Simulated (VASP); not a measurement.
Band structure of PtAl2 (fluorite). Method: vdW-DF-cx, VASP's PBE PAW potentials (set 64) (plane waves; VASP).

Unless said otherwise, spin-orbit coupling is left out, though it shifts the bands of the heavy elements here.

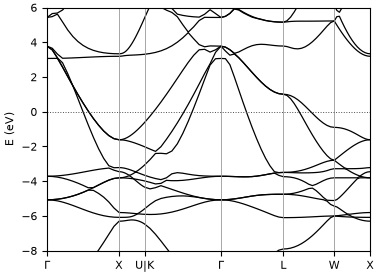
Bands along high-symmetry lines, zero at the valence-band maximum or, without a gap, the Fermi level

Problem. Read the plot: is there a gap, and where are the band edges?

Solution. It has no gap at this level: it comes out as a metal or semimetal. (Edges off the drawn lines would not show.)

The compound is PtAl2 in the fluorite structure. It was relaxed first.
